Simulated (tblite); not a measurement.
# C₃H₇BF₂Si: relaxed scan

- system: C₃H₇BF₂Si
- method: GFN2-xTB relaxed scan under a harmonic restraint, gas phase (tblite 0.8.0)

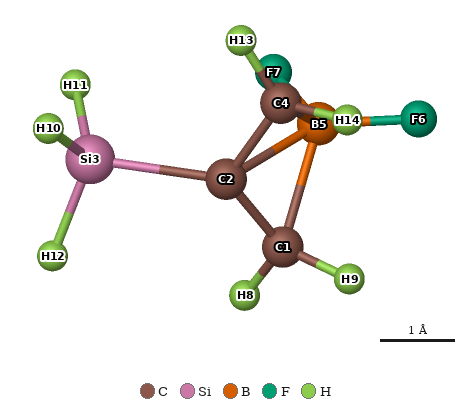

The input geometry (ball-and-stick view, seen at a tilt; atoms are numbered from 1 in the order of the input). Bond lengths as drawn: B–C 1.77 to 1.80 Å, B–F 1.36 Å, C–C 1.42 Å, C–H 1.08 Å, C–Si 1.90 Å and H–Si 1.46 to 1.47 Å.

Input file:
```
{"job": {"xc": "GFN2-xTB", "basis": "xTB", "coordinate": [["d", [4, 3], 1], ["d", [4, 0], -1]], "kind": "drive"}, "charge": 0, "multiplicity": 1}
C      0.097549    -0.894908    -1.123465
C     -0.233400    -0.410068     0.164870
Si    -1.719773     0.754544     0.410279
C      0.839071    -0.383353     1.088842
B      1.307127     0.231552    -0.499323
F      2.548099    -0.234085    -0.806494
F      1.161194     1.559875    -0.756226
H     -0.601526    -0.719864    -1.927821
H      0.669830    -1.806491    -1.240538
H     -2.144103     0.492293     1.788876
H     -1.358488     2.152355     0.222512
H     -2.731421     0.311956    -0.551945
H      0.709337     0.185717     1.996859
H      1.490018    -1.240149     1.203611
```

The first line tells a small driver script what to run in tblite; the rest is the geometry in Å.

Hardware: 1 CPU thread, shared host.

Command:
```bash
OMP_NUM_THREADS=1 python <driver script> task.json out
```

What the program printed:
```
point  coordinate     E/eV
  0     -0.185     -610.95919
  1     -0.357     -611.08721
  2     -0.517     -611.23749
  3     -0.671     -611.38418
  4     -0.820     -611.51006
  5     -0.968     -611.61052
  6     -1.114     -611.68441
  7     -1.261     -611.73119
```

Results in brief:

| quantity | value |
| --- | --- |
| outcome | converged |
| wall time | 0.67 s |
| peak memory | 0.19 GiB |
